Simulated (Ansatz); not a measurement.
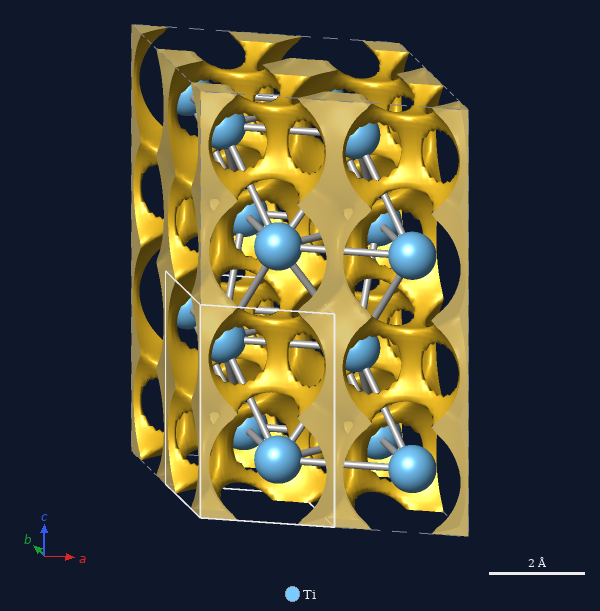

The yellow surface encloses the points that the centre of a probe sphere of radius 0.10 Å can occupy in Ti in space group P6_3/mmc, computed on a grid of about 0.12 Å (2×2×2 cells shown, view slightly off an axis; pale faces close the region where the box cuts it).

Hard-sphere model; touching radii (half the shortest distance): Ti 1.44 Å.

The cell is taken from the geometry relaxed at fixed volume with DFT PBE, spin-orbit coupling, plane waves, PAW in Ansatz 0.2.0.

```xyz
2
Lattice="2.9406 0.0000 0.0000 -1.4703 2.5466 0.0000 0.0000 0.0000 4.6491" Properties=species:S:1:pos:R:3 pbc="T T T"
Ti    0.0000    1.6978    3.4868
Ti    1.4703    0.8489    1.1623
```

> Is the space open to the probe made of pockets or channels?

Where they connect, they form a three-dimensional network.

> What share of the cell can the probe's centre reach?

About 15 % of the volume (5.1 Å³ of 34.8 Å³).

> Give the largest included and the largest free sphere.

The largest sphere that fits anywhere has a diameter of 1.24 Å; the largest that can travel through the crystal, about 0.5 Å.

> How does the connectivity change as the probe shrinks?

Below a radius of about 0.26 Å the space forms one-dimensional channels along [001]. Below a radius of about 0.24 Å the space forms a three-dimensional network. These are grid estimates, good to about 0.05 Å.
